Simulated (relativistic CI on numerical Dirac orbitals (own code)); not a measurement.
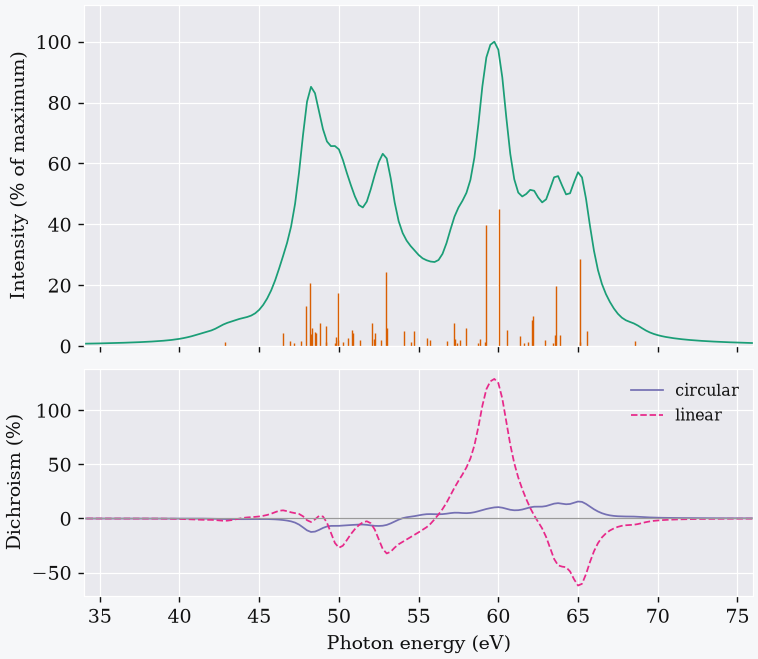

Computed core-level spectrum (absorption) of an ion of charge +5 in a field of Oh symmetry with 10Dq = 10,000 cm⁻¹. Sticks are the strongest transitions, on a scale of their own. Multiplet model: relativistic Dirac–Coulomb–Breit theory, one configuration a step, Slater integrals scaled by 1, 300 K, Voigt broadening (Lorentzian 1.5 eV, Gaussian 0.3 eV full widths), computed with a radial Dirac CI code. Dichroism is for the ground state at zero temperature, magnetised by an exchange field of 10 meV on Sz (linear: z less the mean of x and y).

Identify the element and the shell or line.

Answer. O₂,₃ X-ray absorption of Re⁵⁺, initial configuration [Xe] 4f¹⁴ 5d². The main maxima lie at 48.3 eV (85), 52.8 eV (63), 59.7 eV (100), 62.1 eV (51), 63.7 eV (56) and 65.0 eV (57), heights in % of the largest; the centroid is at 56.1 eV. The ground state has S = 0.97. The circular dichroism (Δm = −1 less Δm = +1) is largest at 65.0 eV, 16 % of the isotropic maximum. The magnetised ground state has ⟨Lz⟩ = 0.30 and ⟨Sz⟩ = −0.11.

Caveat: free-ion energies, so absolute edge positions are off by a few eV from solids; core and valence shell share one n, so the strongest features autoionise and are far broader and can lie several eV off in experiment.
